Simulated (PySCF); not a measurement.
## Electronic structure of C5H11ClSi2 in real space

```
atom    x (Å)    y (Å)    z (Å)
   C  -3.0534   1.9711  -0.4587
   C  -2.2972   0.9266  -0.3412
   C  -1.4996  -0.0953  -0.2469
   C  -1.9226  -1.3822   0.4101
  Si   0.2745  -0.0349  -0.9106
  Cl   0.5573   1.8163  -1.7188
  Si   1.8046  -0.4956   0.7764
   C   3.5655  -0.0072   0.2629
   H  -3.6902   2.1187  -1.3166
   H  -3.0825   2.7392   0.2979
   H  -1.8524  -2.2036  -0.3013
   H  -1.2634  -1.6076   1.2479
   H  -2.9460  -1.3185   0.7727
   H   0.3252  -0.9550  -2.0605
   H   1.4843   0.1871   2.0402
   H   1.7957  -1.9361   1.0801
   H   4.2816  -0.1934   1.0582
   H   3.6192   1.0482   0.0099
   H   3.8899  -0.5685  -0.6092
```

Geometry: GFN2-xTB.

Level of theory: PySCF 2.14.0, PBE0/pcSseg-1, SCF density, gas phase, non-relativistic.

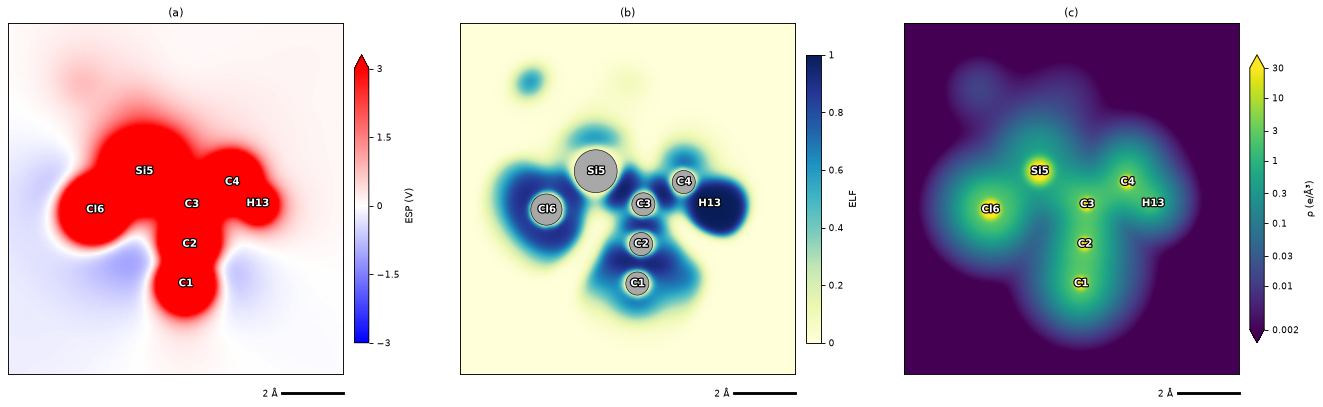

Figure 1. (a) electrostatic potential; (b) electron localisation function; (c) electron density on the plane of atoms C4, C3 and Si5. Grey discs cover the atomic cores in the ELF map.

### What do the fields say about this system?

Atoms in the plane: C, Si, Cl and H.
C–C (1.29 Å): ρ at the midpoint is about 2.4 e/Å³; the ELF peaks at about 0.90 between the atoms; a short, multiple covalent bond.
C–Si (1.90 Å): ρ at the midpoint is about 0.91 e/Å³; the ELF peaks at about 0.95 between the atoms; localised, covalent bonding.
Si–Cl (2.04 Å): ρ at the midpoint is about 0.92 e/Å³; the ELF peaks at about 0.90 between the atoms (a polar covalent bond).
C–H (1.09 Å): the density is about 2 e/Å³ at the midpoint; the ELF climbs to about 1 towards the hydrogen, as it does in any bond to H: a covalent bond by its length.
The ELF also peaks beside Cl6, away from the bonds: lone-pair regions.
Outside the dense part of the molecule the potential is most negative (−1.1 V) near C1.

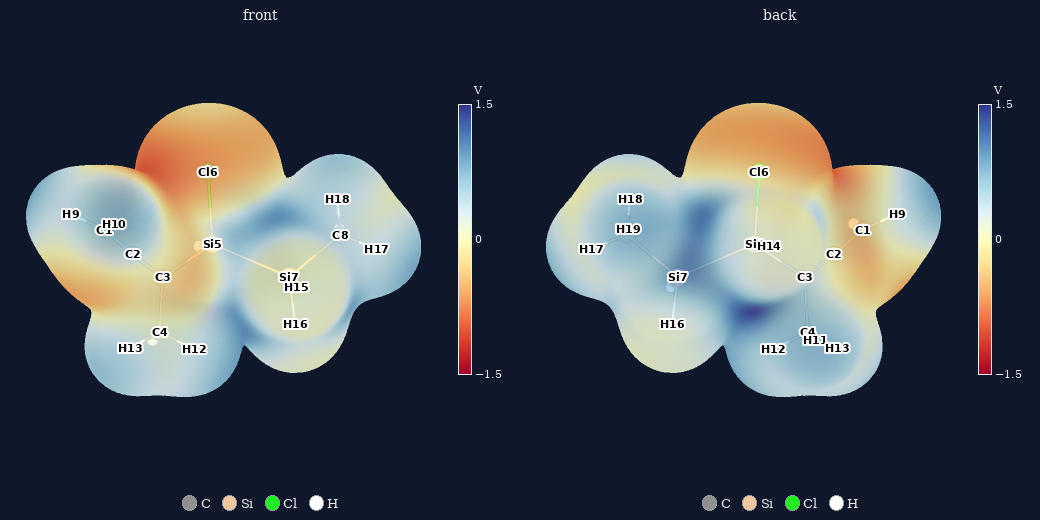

Figure 2. The molecular electrostatic potential painted on the density surface at 0.002 e/bohr³, seen from the front and from behind; the colour scale runs from red (negative) to blue (positive).

### Describe the electrostatic potential map.

The most negative region (about −0.9 V, or −21 kcal/mol for a unit charge) lies over C1 and Cl6, the most positive (about +1.3 V, or +30 kcal/mol for a unit charge) over Si5.

### What dipole moment does the calculation give?

Its dipole moment is 1.55 D.
